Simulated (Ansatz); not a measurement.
**The perfect V wire along [100], 21 atoms a period**

Aim: is the V wire along [100], 21 atoms a period a metal or a semiconductor?

Program: Ansatz 0.2.0. Level of theory: DFT PBE, plane waves, PAW; relaxation of a wire's period; PAW set soft_1, in the first sound run; inputs show where later runs differ. Results are calculated unless marked as measured.

## (1) Starting point

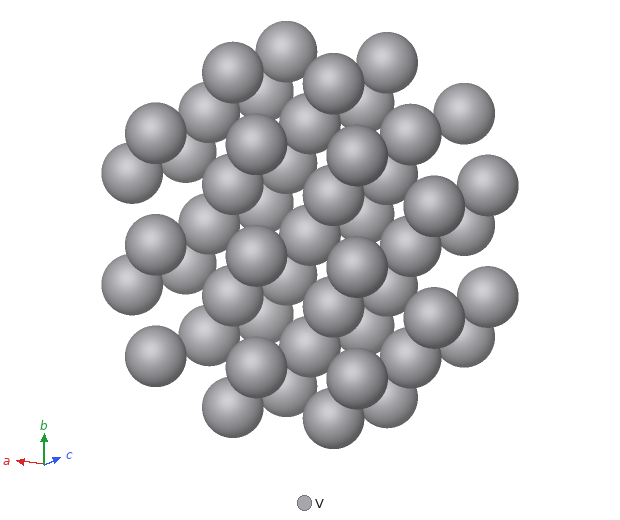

Start, viewed at a slant to the c axis; vanadium grey. 1×1×2 cells are drawn. Some periodic images of atoms are drawn too.

The cell holds 21 atoms: 21 V. Its edges and angles: a = 15.770 Å, b = 15.770 Å, c = 2.990 Å, α = 90.0°, β = 90.0°, γ = 90.0°. Vacuum lies along a and b. The structure's axis is c.

## (2) The relaxed wire

Band widths follow the bond lengths, so the wire is relaxed first. The atoms and the third cell vector are free; the box across stays fixed as vacuum. A Fermi-Dirac smearing is set since the result may be a metal. The pressure printed is a third of the stress's trace over the whole box, vacuum included; only the stress along the axis is relaxed.

Input file input.yaml:

```yaml
crystal:
  lattice:
    - [15.77, 0.0, 0.0]
    - [0.0, 15.77, 0.0]
    - [0.0, 0.0, 2.99]
  atoms:
    - { symbol: V, position: [0.310399493, 0.310399493, 0.0] }
    - { symbol: V, position: [0.310399493, 0.5, 0.0] }
    - { symbol: V, position: [0.310399493, 0.689600507, 0.0] }
    - { symbol: V, position: [0.5, 0.310399493, 0.0] }
    - { symbol: V, position: [0.5, 0.5, 0.0] }
    - { symbol: V, position: [0.5, 0.689600507, 0.0] }
    - { symbol: V, position: [0.689600507, 0.310399493, 0.0] }
    - { symbol: V, position: [0.689600507, 0.5, 0.0] }
    - { symbol: V, position: [0.689600507, 0.689600507, 0.0] }
    - { symbol: V, position: [0.215599239, 0.405199746, 0.5] }
    - { symbol: V, position: [0.215599239, 0.594800254, 0.5] }
    - { symbol: V, position: [0.405199746, 0.215599239, 0.5] }
    - { symbol: V, position: [0.405199746, 0.405199746, 0.5] }
    - { symbol: V, position: [0.405199746, 0.594800254, 0.5] }
    - { symbol: V, position: [0.405199746, 0.784400761, 0.5] }
    - { symbol: V, position: [0.594800254, 0.215599239, 0.5] }
    - { symbol: V, position: [0.594800254, 0.405199746, 0.5] }
    - { symbol: V, position: [0.594800254, 0.594800254, 0.5] }
    - { symbol: V, position: [0.594800254, 0.784400761, 0.5] }
    - { symbol: V, position: [0.784400761, 0.405199746, 0.5] }
    - { symbol: V, position: [0.784400761, 0.594800254, 0.5] }
kpoints:
  mp_grid: { grid: [1, 1, 27] }
scf:
  occupations: { method: fermi_dirac, width: 0.05 }
hamiltonian:
  xc: pbe
  pseudopotentials: { kind: paw, azcp: { folder: soft_1 } }
relax:
  cell: { fix: [a, b, alpha, beta, gamma] }
  max_steps: 45
  f_tol: 0.03
```

Launch:

```sh
> ansatz run input.yaml --threads 4 --pin off --max-ram 16384MiB --backend cpu --events-out ev --progress --plain --runs-dir out
```

Numbers of over 12 decimals in the logs are rounded to 6 here.

What it wrote:

```text
Engine: ansatz 0.2.0, aarch64-unknown-linux-gnu
Pseudopotentials: kind: paw
Pseudopotential: V, paw, valence charge 13, recommended cutoff 420 eV (normal), soft_1/V.paw.azcp
Functional definition: PBE
  parameter kappa = 0.804
  parameter beta = 0.066725
  exchange = pbe_x(kappa = kappa, mu = beta*pi^2/3)
  correlation = pbe_c(beta = beta)
Crystal: 21 atoms, lattice volume = 743.592 Å³
Basis set: ecut = 420 eV, 14361 PW (Γ), exchange–correlation on 216×216×40 points (8 copies of the dense FFT grid, shifted against one another)
Bands: 164, of which v1, the nominal top of the filled ones, is band 137 counted from 1 (136 counted from 0)
Symmetry: 16 space group operations
Space group: P4/mmm (ITA 123), of the structure as read, at distance tolerance 9.1e-5 Å
k-points: 14 of 27
Non-local potential: V, projectors of the file, l = 0: 3, l = 1: 2, l = 2: 3, l = 3: 1
PAW form: soft (Blöchl's): semilocal exchange-correlation on the pseudo side does not see the compensation charge
PAW one-centre angular grid: V, 590 points (default); XC on 64 Gauss nodes
Initial density: superposition of atomic densities (neutral atoms: chi_scale 0, normalization atom)
Initial wavefunctions: pseudopotential atomic-orbital guess
Functional: x = pbe(κ = 0.804, μ = 0.219515), c = pbe(β = 0.066725)
SCF iter   1: F=—  HF=-61180.788413 eV  |F-HF|=—  |Δ(HF+E_count)|=         —  Δρ=1.07e-1  dr2=6.76e2  ethr=3.10e-3  ⟨swp⟩=9.8  Hψ=10643  notcnv=0
preconditioner: auto → LDOS  [metal: Δε(μ)=0.016 eV  Ē_g=3.416 eV  σ=0.050 eV  W_gap=0.08  n_scr=142 (ndim 8)  ℏωp=14.0 eV  f_vac=0.462  D(μ)=19.03/eV (n_scr^D=106)  β→1.0]
SCF iter   2: F=—  HF=-61267.495551 eV  |F-HF|=—  |Δ(HF+E_count)|=    8.67e1  Δρ=3.21e-1  dr2=4.81e3  ethr=3.10e-3  ⟨swp⟩=14.6  Hψ=19109  notcnv=0  defer=20  recentre
SCF iter   3: F=—  HF=-61152.026366 eV  |F-HF|=—  |Δ(HF+E_count)|=    1.15e2  Δρ=6.61e-2  dr2=2.19e2  ethr=3.10e-3  ⟨swp⟩=14.0  Hψ=17444  notcnv=0  defer=11
SCF iter   4: F=—  HF=-61144.320945 eV  |F-HF|=—  |Δ(HF+E_count)|=    7.71e0  Δρ=2.45e-2  dr2=3.62e1  ethr=3.10e-3  ⟨swp⟩=11.2  Hψ=8736  notcnv=0  defer=19
SCF iter   5: F=—  HF=-61143.107150 eV  |F-HF|=—  |Δ(HF+E_count)|=    1.21e0  Δρ=1.07e-2  dr2=4.26e0  ethr=3.10e-3  ⟨swp⟩=7.1  Hψ=5935  notcnv=1  defer=14
SCF iter   6: F=—  HF=-61143.039021 eV  |F-HF|=—  |Δ(HF+E_count)|=   6.81e-2  Δρ=3.98e-3  dr2=2.26e-1  ethr=1.56e-3  ⟨swp⟩=2.9  Hψ=3149  notcnv=0  defer=14
SCF iter   7: F=—  HF=-61143.035704 eV  |F-HF|=—  |Δ(HF+E_count)|=   3.32e-3  Δρ=4.56e-3  dr2=1.19e0  ethr=8.28e-5  ⟨swp⟩=5.6  Hψ=4367  notcnv=0  defer=20
SCF iter   8: F=—  HF=-61143.015620 eV  |F-HF|=—  |Δ(HF+E_count)|=   2.01e-2  Δρ=8.36e-4  dr2=1.51e-2  ethr=8.28e-5  ⟨swp⟩=2.4  Hψ=3083  notcnv=0  defer=13
SCF iter   9: F=—  HF=-61143.017416 eV  |F-HF|=—  |Δ(HF+E_count)|=   1.80e-3  Δρ=6.97e-4  dr2=2.09e-2  ethr=5.54e-6  ⟨swp⟩=2.8  Hψ=3309  notcnv=0  defer=13
SCF iter  10: F=—  HF=-61143.017327 eV  |F-HF|=—  |Δ(HF+E_count)|=   8.93e-5  Δρ=2.37e-4  dr2=5.73e-4  ethr=5.54e-6  ⟨swp⟩=1.6  Hψ=2365  notcnv=0  defer=13
SCF iter  11: F=—  HF=-61143.017437 eV  |F-HF|=—  |Δ(HF+E_count)|=   1.10e-4  Δρ=1.14e-4  dr2=6.34e-4  ethr=2.10e-7  ⟨swp⟩=2.9  Hψ=3209  notcnv=0  defer=13
SCF iter  12: F=—  HF=-61143.017444 eV  |F-HF|=—  |Δ(HF+E_count)|=   7.69e-6  Δρ=2.52e-5  dr2=4.55e-6  ethr=2.10e-7  ⟨swp⟩=1.1  Hψ=2284  notcnv=0  defer=13
SCF iter  13: F=—  HF=-61143.018642 eV  |F-HF|=—  |Δ(HF+E_count)|=   1.20e-3  Δρ=2.37e-5  dr2=1.40e-5  ethr=1.67e-9  ⟨swp⟩=3.4  Hψ=4554  notcnv=0  defer=13
SCF iter  14: F=—  HF=-61143.018642 eV  |F-HF|=—  |Δ(HF+E_count)|=   7.70e-8  Δρ=4.44e-6  dr2=3.42e-7  ethr=1.67e-9  ⟨swp⟩=2.0  Hψ=2932  notcnv=0  defer=13
SCF iter  15: F=-61143.018642 eV  HF=-61143.018642 eV  |F-HF|=1.33e-8  |Δ(HF+E_count)|=   9.50e-8  Δρ=2.36e-6  dr2=4.66e-8  ethr=3.66e-11  ⟨swp⟩=5.8  Hψ=7520  notcnv=0
SCF 1 converged in 15 iterations: F = -61143.018642 eV  dr2 = 4.66e-8
  greatest PAW one-centre occupation: 1.000 electrons in one spin orbital (limit 2), on the V atom at site 17 (counted from 0), in its partial waves of l = 0
relax step   1: F+E_penalty+E_count = -61143.01864245 eV  Δ(F+E_penalty+E_count) = +0.000e0 eV  max|allowed force component| = 1.183e0 eV/Å  Δτ_max = 0.0000 Å  P = -4.416 GPa  Ω = 743.592 Å³  fix = [a, b, alpha, beta, gamma]  reactions: a -4.205, b -4.205 GPa  (15 SCF iters, dr2 threshold 1.00e-7 eV, accepted)
Crystal: 21 atoms, lattice volume = 719.504 Å³
Basis set: ecut = 420 eV, 14001 PW (Γ), exchange–correlation on 216×216×40 points (8 copies of the dense FFT grid, shifted against one another)
Initial density: handed on by an earlier stage of this run
Initial wavefunctions: those handed on with the density
SCF iter   1: F=—  HF=-61145.827196 eV  |F-HF|=—  |Δ(HF+E_count)|=         —  Δρ=3.81e-2  dr2=4.42e1  ethr=3.10e-3  ⟨swp⟩=13.8  Hψ=11339  notcnv=0
preconditioner: auto → LDOS  [metal: Δε(μ)=0.005 eV  Ē_g=2.768 eV  σ=0.050 eV  W_gap=0.02  n_scr=126 (ndim 8)  ℏωp=14.2 eV  f_vac=0.517  D(μ)=38.73/eV (n_scr^D=386)  β→1.0]
SCF iter   2: F=—  HF=-61145.084252 eV  |F-HF|=—  |Δ(HF+E_count)|=   7.43e-1  Δρ=2.95e-2  dr2=1.82e1  ethr=3.10e-3  ⟨swp⟩=4.1  Hψ=4107  notcnv=0  defer=34
SCF iter   3: F=—  HF=-61144.091616 eV  |F-HF|=—  |Δ(HF+E_count)|=   9.93e-1  Δρ=3.37e-3  dr2=7.43e-2  ethr=3.10e-3  ⟨swp⟩=2.6  Hψ=3395  notcnv=0  defer=34
SCF iter   4: F=—  HF=-61144.106288 eV  |F-HF|=—  |Δ(HF+E_count)|=   1.47e-2  Δρ=2.13e-3  dr2=3.86e-2  ethr=2.72e-5  ⟨swp⟩=4.8  Hψ=5486  notcnv=0  defer=17
SCF iter   5: F=—  HF=-61144.104658 eV  |F-HF|=—  |Δ(HF+E_count)|=   1.63e-3  Δρ=5.04e-4  dr2=3.13e-3  ethr=1.41e-5  ⟨swp⟩=2.2  Hψ=3323  notcnv=0  defer=17
SCF iter   6: F=—  HF=-61144.105769 eV  |F-HF|=—  |Δ(HF+E_count)|=   1.11e-3  Δρ=2.26e-4  dr2=3.91e-4  ethr=1.15e-6  ⟨swp⟩=2.0  Hψ=3035  notcnv=0  defer=17
SCF iter   7: F=—  HF=-61144.106948 eV  |F-HF|=—  |Δ(HF+E_count)|=   1.18e-3  Δρ=1.11e-4  dr2=1.21e-4  ethr=1.43e-7  ⟨swp⟩=2.3  Hψ=3077  notcnv=0  defer=17
SCF iter   8: F=—  HF=-61144.106985 eV  |F-HF|=—  |Δ(HF+E_count)|=   3.78e-5  Δρ=5.37e-5  dr2=2.61e-5  ethr=4.42e-8  ⟨swp⟩=2.1  Hψ=3051  notcnv=0  defer=17
SCF iter   9: F=—  HF=-61144.106991 eV  |F-HF|=—  |Δ(HF+E_count)|=   5.92e-6  Δρ=2.00e-5  dr2=3.16e-6  ethr=9.55e-9  ⟨swp⟩=2.1  Hψ=3023  notcnv=0  defer=17
SCF iter  10: F=-61144.106993 eV  HF=-61144.106994 eV  |F-HF|=8.39e-7  |Δ(HF+E_count)|=   2.65e-6  Δρ=1.24e-5  dr2=1.54e-6  ethr=7.69e-10  ⟨swp⟩=4.8  Hψ=6676  notcnv=0
SCF 2 converged in 10 iterations: F = -61144.106993 eV  dr2 = 1.54e-6
relax step   2: F+E_penalty+E_count = -61144.10699311 eV  Δ(F+E_penalty+E_count) = -1.088e0 eV  max|allowed force component| = 2.155e-1 eV/Å  Δτ_max = 0.1843 Å  P = +1.018 GPa  Ω = 719.504 Å³  energy of the carried Pulay correction = +8.809e-3 eV  fix = [a, b, alpha, beta, gamma]  reactions: a +0.661, b +0.661 GPa  (10 SCF iters, dr2 threshold 2.10e-6 eV, accepted)
Crystal: 21 atoms, lattice volume = 730.366 Å³
Basis set: ecut = 420 eV, 14185 PW (Γ), exchange–correlation on 216×216×40 points (8 copies of the dense FFT grid, shifted against one another)
iter 1 solved again at ethr=3.70e-4 eV; its pass at ethr=3.10e-3 eV (dr2=1.01e0 eV) is discarded
SCF iter   1: F=—  HF=-61144.200661 eV  |F-HF|=—  |Δ(HF+E_count)|=         —  Δρ=5.03e-3  dr2=9.86e-1  ethr=3.70e-4  ⟨swp⟩=2.4  Hψ=11629  notcnv=0
preconditioner: auto → LDOS  [metal: Δε(μ)=0.008 eV  Ē_g=2.552 eV  σ=0.050 eV  W_gap=0.04  n_scr=126 (ndim 8)  ℏωp=14.1 eV  f_vac=0.514  D(μ)=38.45/eV (n_scr^D=378)  β→1.0]
SCF iter   2: F=—  HF=-61144.181473 eV  |F-HF|=—  |Δ(HF+E_count)|=   1.92e-2  Δρ=3.01e-3  dr2=1.80e-1  ethr=3.61e-4  ⟨swp⟩=2.1  Hψ=3000  notcnv=0
SCF iter   3: F=—  HF=-61144.175594 eV  |F-HF|=—  |Δ(HF+E_count)|=   5.88e-3  Δρ=9.22e-4  dr2=1.54e-2  ethr=6.59e-5  ⟨swp⟩=2.0  Hψ=3391  notcnv=0
SCF iter   4: F=—  HF=-61144.175084 eV  |F-HF|=—  |Δ(HF+E_count)|=   5.10e-4  Δρ=3.72e-4  dr2=1.34e-3  ethr=5.63e-6  ⟨swp⟩=2.3  Hψ=3019  notcnv=0
SCF iter   5: F=—  HF=-61144.176174 eV  |F-HF|=—  |Δ(HF+E_count)|=   1.09e-3  Δρ=7.89e-5  dr2=5.69e-5  ethr=4.89e-7  ⟨swp⟩=2.9  Hψ=3278  notcnv=0
SCF iter   6: F=—  HF=-61144.176190 eV  |F-HF|=—  |Δ(HF+E_count)|=   1.64e-5  Δρ=5.32e-5  dr2=3.45e-5  ethr=2.09e-8  ⟨swp⟩=3.0  Hψ=3681  notcnv=0
SCF iter   7: F=—  HF=-61144.176192 eV  |F-HF|=—  |Δ(HF+E_count)|=   1.74e-6  Δρ=2.07e-5  dr2=5.28e-6  ethr=1.27e-8  ⟨swp⟩=2.0  Hψ=3162  notcnv=0
SCF iter   8: F=-61144.176192 eV  HF=-61144.176192 eV  |F-HF|=5.87e-7  |Δ(HF+E_count)|=   5.53e-7  Δρ=8.35e-6  dr2=8.84e-7  ethr=7.69e-10  ⟨swp⟩=5.0  Hψ=7062  notcnv=0
SCF 3 converged in 8 iterations: F = -61144.176192 eV  dr2 = 8.84e-7
relax step   3: F+E_penalty+E_count = -61144.17619176 eV  Δ(F+E_penalty+E_count) = -6.920e-2 eV  max|allowed force component| = 1.647e-1 eV/Å  Δτ_max = 0.0152 Å  P = -0.065 GPa  Ω = 730.366 Å³  energy of the carried Pulay correction = +4.801e-3 eV  fix = [a, b, alpha, beta, gamma]  reactions: a -0.140, b -0.140 GPa  (8 SCF iters, dr2 threshold 2.10e-6 eV, accepted)
Crystal: 21 atoms, lattice volume = 732.673 Å³
Basis set: ecut = 420 eV, 14217 PW (Γ), exchange–correlation on 216×216×40 points (8 copies of the dense FFT grid, shifted against one another)
iter 1 solved again at ethr=9.92e-5 eV; its pass at ethr=3.10e-3 eV (dr2=2.71e-1 eV) is discarded
SCF iter   1: F=—  HF=-61144.192446 eV  |F-HF|=—  |Δ(HF+E_count)|=         —  Δρ=3.22e-3  dr2=2.72e-1  ethr=9.92e-5  ⟨swp⟩=1.9  Hψ=9542  notcnv=0
preconditioner: auto → LDOS  [metal: Δε(μ)=0.014 eV  Ē_g=2.570 eV  σ=0.050 eV  W_gap=0.07  n_scr=142 (ndim 8)  ℏωp=14.1 eV  f_vac=0.515  D(μ)=37.94/eV (n_scr^D=378)  β→1.0]
SCF iter   2: F=—  HF=-61144.185668 eV  |F-HF|=—  |Δ(HF+E_count)|=   6.78e-3  Δρ=2.21e-3  dr2=5.54e-2  ethr=9.92e-5  ⟨swp⟩=2.3  Hψ=3511  notcnv=0  defer=1
SCF iter   3: F=—  HF=-61144.182519 eV  |F-HF|=—  |Δ(HF+E_count)|=   3.15e-3  Δρ=9.06e-4  dr2=1.15e-2  ethr=2.03e-5  ⟨swp⟩=2.0  Hψ=3398  notcnv=0  defer=1
SCF iter   4: F=—  HF=-61144.181977 eV  |F-HF|=—  |Δ(HF+E_count)|=   5.41e-4  Δρ=1.66e-4  dr2=2.51e-4  ethr=4.21e-6  ⟨swp⟩=2.0  Hψ=2954  notcnv=0  defer=1
SCF iter   5: F=—  HF=-61144.183089 eV  |F-HF|=—  |Δ(HF+E_count)|=   1.11e-3  Δρ=5.66e-5  dr2=2.58e-5  ethr=9.19e-8  ⟨swp⟩=3.0  Hψ=3630  notcnv=0  defer=1
SCF iter   6: F=—  HF=-61144.183109 eV  |F-HF|=—  |Δ(HF+E_count)|=   2.05e-5  Δρ=2.74e-5  dr2=5.75e-6  ethr=9.45e-9  ⟨swp⟩=2.1  Hψ=3348  notcnv=0  defer=1
SCF iter   7: F=-61144.183112 eV  HF=-61144.183113 eV  |F-HF|=2.30e-7  |Δ(HF+E_count)|=   3.29e-6  Δρ=1.37e-5  dr2=1.61e-6  ethr=6.21e-10  ⟨swp⟩=5.0  Hψ=7292  notcnv=0
SCF 4 converged in 7 iterations: F = -61144.183112 eV  dr2 = 1.61e-6
relax step   4: F+E_penalty+E_count = -61144.18311249 eV  Δ(F+E_penalty+E_count) = -6.921e-3 eV  max|allowed force component| = 1.904e-2 eV/Å  Δτ_max = 0.0159 Å  P = -0.061 GPa  Ω = 732.673 Å³  energy of the carried Pulay correction = +3.957e-3 eV  fix = [a, b, alpha, beta, gamma]  reactions: a -0.081, b -0.081 GPa  (7 SCF iters, dr2 threshold 1.70e-6 eV, accepted)
Initial wavefunctions: pseudopotential atomic-orbital guess (no wavefunctions were taken with the density)
iter 1 solved again at ethr=1.40e-6 eV; its pass at ethr=3.10e-3 eV (dr2=3.81e-3 eV) is discarded
SCF iter   1: F=—  HF=-61144.177344 eV  |F-HF|=—  |Δ(HF+E_count)|=         —  Δρ=2.98e-5  dr2=1.79e-6  ethr=1.40e-6  ⟨swp⟩=4.8  Hψ=16613  notcnv=0
eigensolver tolerance schedule: the retry pair's looser diagonalisation over-reported the residual by 2131.17 of it (diagonalisation noise at 24.37 of the residual, at the tolerance the schedule requests for it); recorded, not acted on — ethr = c·dr2/N_el stays at c = 1.0e-1
preconditioner: auto → LDOS  [metal: Δε(μ)=0.016 eV  Ē_g=2.574 eV  σ=0.050 eV  W_gap=0.08  n_scr=142 (ndim 8)  ℏωp=14.1 eV  f_vac=0.514  D(μ)=37.81/eV (n_scr^D=378)  β→1.0]
SCF iter   2: F=—  HF=-61144.178526 eV  |F-HF|=—  |Δ(HF+E_count)|=   1.18e-3  Δρ=3.04e-5  dr2=8.00e-6  ethr=6.55e-10  ⟨swp⟩=4.6  Hψ=6352  notcnv=0
SCF iter   3: F=—  HF=-61144.178525 eV  |F-HF|=—  |Δ(HF+E_count)|=   1.17e-6  Δρ=9.79e-6  dr2=7.17e-7  ethr=6.55e-10  ⟨swp⟩=2.3  Hψ=4231  notcnv=0
SCF iter   4: F=—  HF=-61144.178525 eV  |F-HF|=—  |Δ(HF+E_count)|=   3.65e-8  Δρ=3.69e-6  dr2=1.29e-7  ethr=2.63e-10  ⟨swp⟩=2.3  Hψ=3568  notcnv=0
SCF iter   5: F=—  HF=-61144.178525 eV  |F-HF|=—  |Δ(HF+E_count)|=   1.92e-9  Δρ=1.48e-6  dr2=2.32e-8  ethr=4.71e-11  ⟨swp⟩=2.2  Hψ=3405  notcnv=0
SCF iter   6: F=—  HF=-61144.178525 eV  |F-HF|=—  |Δ(HF+E_count)|=   7.47e-9  Δρ=1.15e-6  dr2=1.13e-8  ethr=8.49e-12  ⟨swp⟩=2.0  Hψ=3091  notcnv=0
SCF iter   7: F=—  HF=-61144.178525 eV  |F-HF|=—  |Δ(HF+E_count)|=   1.80e-9  Δρ=5.93e-7  dr2=3.94e-9  ethr=4.12e-12  ⟨swp⟩=2.0  Hψ=3090  notcnv=0
SCF iter   8: F=—  HF=-61144.178525 eV  |F-HF|=—  |Δ(HF+E_count)|=  1.46e-10  Δρ=1.58e-7  dr2=3.35e-10  ethr=1.44e-12  ⟨swp⟩=2.0  Hψ=2968  notcnv=0
SCF iter   9: F=-61144.178525 eV  HF=-61144.178525 eV  |F-HF|=2.11e-10  |Δ(HF+E_count)|=  8.73e-11  Δρ=4.76e-8  dr2=2.68e-11  ethr=1.00e-12  ⟨swp⟩=4.9  Hψ=6834  notcnv=0
SCF 5 converged in 9 iterations: F = -61144.178525 eV  dr2 = 2.68e-11
relax step   5: F+E_penalty+E_count = -61144.17852477 eV  Δ(F+E_penalty+E_count) = +4.588e-3 eV  max|allowed force component| = 1.906e-2 eV/Å  Δτ_max = 0.0000 Å  P = -0.051 GPa  Ω = 732.673 Å³  fix = [a, b, alpha, beta, gamma]  reactions: a -0.070, b -0.070 GPa  stress off target by 1.37e-2 GPa on what of the cell is left free  SCF on the basis re-selected at this cell (its energy is not comparable with the rows above)  (9 SCF iters)
basis re-selected at this cell: Δ(F+E_penalty+E_count) = +4.588e-3 eV, ΔP = +0.010 GPa vs the last step (what re-selecting the basis moved, of the pressure what is left beyond the Pulay correction that the steps carried, after the strain that the cell walked since its last selection, with what the two solves' SCF thresholds leave and, on support functions, any second-order correction that the steps lacked; it is no m [...]
SCF converged after 9 iterations
Free energy (F): -61144.178525 eV
Harris-Foulkes:  -61144.178525 eV  (|F-HF|=2.11e-10)
Internal energy: -61143.865241 eV  (E = F + TS)
E sigma→0 (E₀):  -61144.021883 eV
Entropy (-TS):   -0.313284 eV (-14.918 meV/atom)
Fermi energy:    4.241280 eV
--- Per-component energies (eV) ---
  E_band       = -6418.819451
  E_kinetic    = 6203.912354
  E_local      = -172913.940967  (includes V_loc(G=0)·N_el)
  E_nonlocal   = 1739.841101
  E_hartree    = 83029.087759
  E_xc         = -2402.384454
  E_vxc        = -3037.811234  (∫ρ·V_xc dr)
  E_paw        = -23643.065832  (= ΣΔE_a)
  E_vpaw       = -4469.017770  (= ΣTr[D̂ρ^β])
  E_aug_tail   = 0.022255  (compensation charges beyond the density's cutoff)
  E_ewald      = 46842.662544
  E_smearing   = -0.313284  (= −TS)
  E_closure    = 0.000000  (closes the sum)
  Σ components = -61144.178525   (vs F -61144.178525, Δ=0.00e0)
--- Forces (eV/Å), atoms counted from 1 ---
  atom   1  V      0.00021877     0.00021877     0.00000000
  atom   2  V      0.01269728     0.00000000     0.00000000
  atom   3  V      0.00021877    -0.00021877     0.00000000
  atom   4  V     -0.00000000     0.01269728     0.00000000
  atom   5  V      0.00000000     0.00000000     0.00000000
  atom   6  V     -0.00000000    -0.01269728     0.00000000
  atom   7  V     -0.00021877     0.00021877     0.00000000
  atom   8  V     -0.01269728     0.00000000     0.00000000
  atom   9  V     -0.00021877    -0.00021877     0.00000000
  atom  10  V     -0.00346798    -0.01246806     0.00000000
  atom  11  V     -0.00346798     0.01246806     0.00000000
  atom  12  V     -0.01246806    -0.00346798     0.00000000
  atom  13  V      0.01905996     0.01905996     0.00000000
  atom  14  V      0.01905996    -0.01905996     0.00000000
  atom  15  V     -0.01246806     0.00346798     0.00000000
  atom  16  V      0.01246806    -0.00346798     0.00000000
  atom  17  V     -0.01905996     0.01905996     0.00000000
  atom  18  V     -0.01905996    -0.01905996     0.00000000
  atom  19  V      0.01246806     0.00346798     0.00000000
  atom  20  V      0.00346798    -0.01246806     0.00000000
  atom  21  V      0.00346798     0.01246806     0.00000000
  max |Σ_I F_I| component: 7.37e-18 eV/Å
--- Stress (GPa, compression-positive) ---
       -0.070055       0.000000       0.000000
        0.000000      -0.070055       0.000000
        0.000000       0.000000      -0.013740
  P = ⅓ Tr σ = -0.0513 GPa (-0.513 kbar)
--- Relaxed structure (4 steps of the walk, 4 accepted, 1 SCFs on fresh bases) ---
  F+E_penalty+E_count = -61144.17852477 eV   max|allowed force component| = 1.906e-2 eV/Å   (the final SCF, on the basis selected at the relaxed cell)
  cell:  # Å, volume = 732.6726 Å³
    - [15.77, 0.0, 0.0]
    - [0.0, 15.77, 0.0]
    - [0.0, 0.0, 2.946094]
  atoms:
    - { symbol: V, position: [0.312536, 0.312536, 0.0] }
    - { symbol: V, position: [0.311920, 0.5, 0.0] }
    - { symbol: V, position: [0.312536, 0.687464, 0.0] }
    - { symbol: V, position: [0.5, 0.311920, 0.0] }
    - { symbol: V, position: [0.5, 0.5, 0.0] }
    - { symbol: V, position: [0.5, 0.688080, 0.0] }
    - { symbol: V, position: [0.687464, 0.312536, 0.0] }
    - { symbol: V, position: [0.688080, 0.5, 0.0] }
    - { symbol: V, position: [0.687464, 0.687464, 0.0] }
    - { symbol: V, position: [0.226885, 0.409035, 0.5] }
    - { symbol: V, position: [0.226885, 0.590965, 0.5] }
    - { symbol: V, position: [0.409035, 0.226885, 0.5] }
    - { symbol: V, position: [0.404830, 0.404830, 0.5] }
    - { symbol: V, position: [0.404830, 0.595170, 0.5] }
    - { symbol: V, position: [0.409035, 0.773115, 0.5] }
    - { symbol: V, position: [0.590965, 0.226885, 0.5] }
    - { symbol: V, position: [0.595170, 0.404830, 0.5] }
    - { symbol: V, position: [0.595170, 0.595170, 0.5] }
    - { symbol: V, position: [0.590965, 0.773115, 0.5] }
    - { symbol: V, position: [0.773115, 0.409035, 0.5] }
    - { symbol: V, position: [0.773115, 0.590965, 0.5] }
```

Run time: 8.8 min. Hardware: 4 threads of Arm Neoverse N1, shared host; peak memory 3.4 GiB.

This run has no spin polarisation, although V can carry a moment.

(Part 1 of 2 ends here.)

[Logs are printed without paths, hosts, clocks, repeated set-up lines and the standing remarks that a program may print on its own settings, such as how far it seeks lower states.]

[Hosts, paths, dates, database ids (printed as entryN), source tags and the programs' standing remarks are cut or masked in the printed files.]
